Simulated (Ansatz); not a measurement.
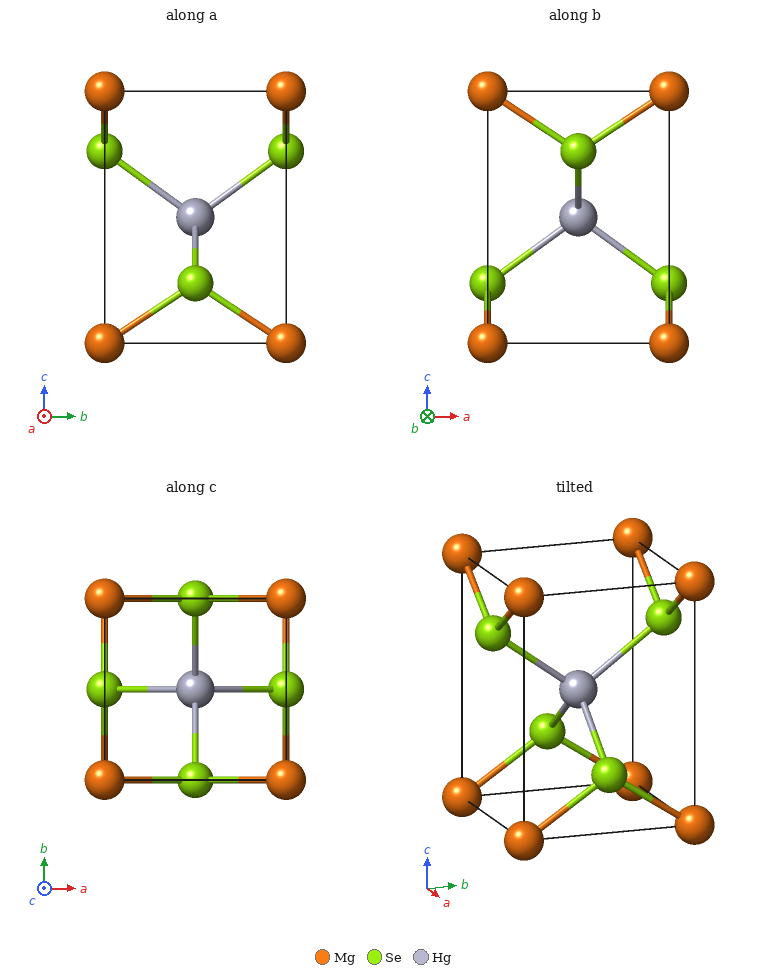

A ball-and-stick rendering, viewed along the a axis, along the b axis, along the c axis and slightly off an axis. The parallelepiped is the conventional unit cell.

Lattice parameters: a = 4.5416 Å, b = 4.5416 Å, c = 6.3015 Å, α = 90.000°, β = 90.000°, γ = 90.000°.

**Transcribe the picture into a CIF with its space group and independent sites, with free fractional coordinates to two decimals.**

```cif
data_structure
_symmetry_space_group_name_H-M 'P -4 m 2'
_symmetry_Int_Tables_number 115
_cell_length_a 4.5416
_cell_length_b 4.5416
_cell_length_c 6.3015
_cell_angle_alpha 90.000
_cell_angle_beta 90.000
_cell_angle_gamma 90.000
_cell_volume 129.98
loop_
_atom_site_label
_atom_site_type_symbol
_atom_site_symmetry_multiplicity
_atom_site_Wyckoff_symbol
_atom_site_fract_x
_atom_site_fract_y
_atom_site_fract_z
_atom_site_occupancy
Mg1 Mg 1 a 0.00 0.00 0.00 1
Se1 Se 2 g 0.00 0.50 0.24 1
Hg1 Hg 1 c 0.50 0.50 0.50 1
```

Starting structure: a structure type filled with these elements by a generator (whether the compound takes this form wasn't checked). The cell was then strained or its atoms displaced on purpose. It was run through Ansatz as a DFT input.

At this level of theory the cell isn't at rest (stretched, at -5 GPa), so its distances can differ from those at equilibrium, the more so the softer the solid.
